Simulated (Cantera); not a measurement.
Charge: 1 mol borazine, 0.22 mol O2, 33 mol N2, at 1330 Pa.

Method: chemical equilibrium by Gibbs-energy minimisation in Cantera with the NASA 1993 tables (ideal gas, pure condensed phases). Candidate condensed phases: B, BN, B2O3, B3O3H3, H2O; 39 gas species. The feed counts by its element totals alone. Mutual solubility and eutectic melting of coexisting phases are not modelled. The tables' values for BH2 are old estimates; treat these amounts as uncertain. Rates play no part.

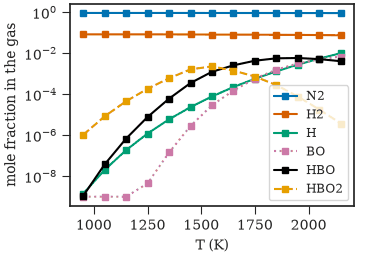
Figure. Equilibrium gas composition (values under 1e-9 drawn at 1e-9)

From 950 K to 1450 K the condensed part is BN(s) + B2O3(l). From 1550 K to 2150 K the condensed part is BN(s). The main B-bearing gas is HBO2 at 950 K and BO at 2150 K.
